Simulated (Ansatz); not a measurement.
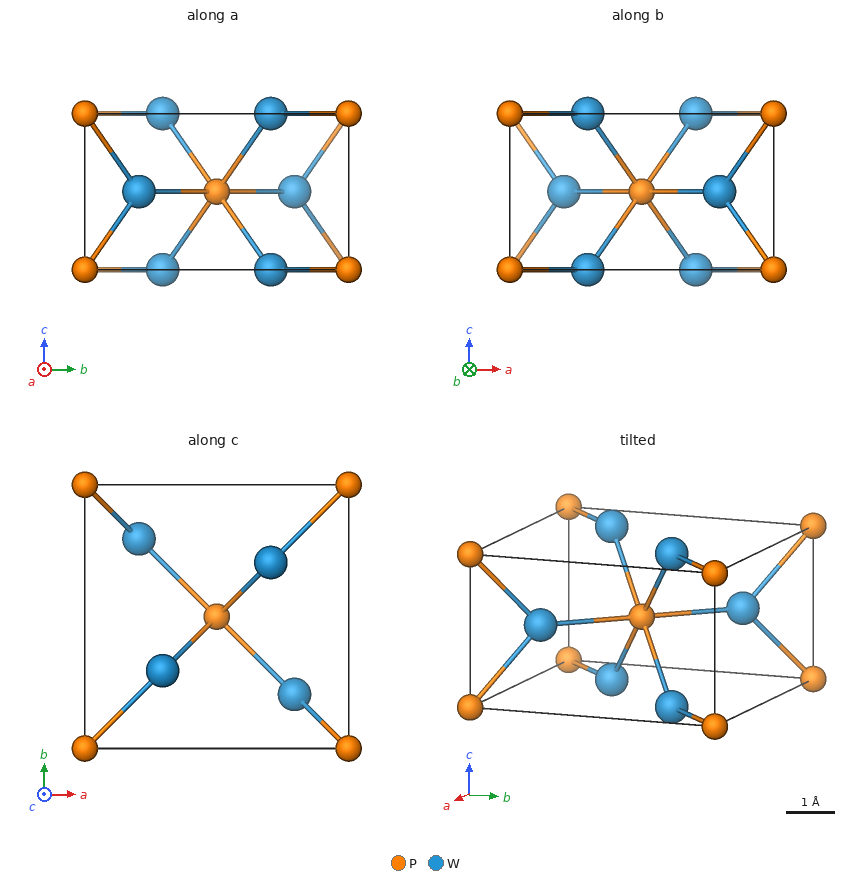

Shown here is a ball-and-stick view of the crystal, taken along the a axis, along the b axis, along the c axis and slightly off an axis. The conventional unit cell is drawn as a box.

Lattice parameters: a = 5.576 Å, b = 5.576 Å, c = 3.301 Å, α = 90.00°, β = 90.00°, γ = 90.00°. Put a along x and b in the xy plane.

### Give the structure in the form of a POSCAR file, with free fractional coordinates to two decimals.

```
P W
1.0
     5.576    0.000    0.000
     0.000    5.576    0.000
     0.000    0.000    3.301
P W
2 4
Direct
  0.00 0.00 0.00
  0.50 0.50 0.50
  0.29 0.29 0.00
  0.21 0.79 0.50
  0.71 0.71 0.00
  0.79 0.21 0.50
```

It goes back to a structure type filled with these elements by a generator (whether the compound takes this form wasn't checked). Relaxation method: DFT PBE, scalar-relativistic, plane waves, PAW (Ansatz).
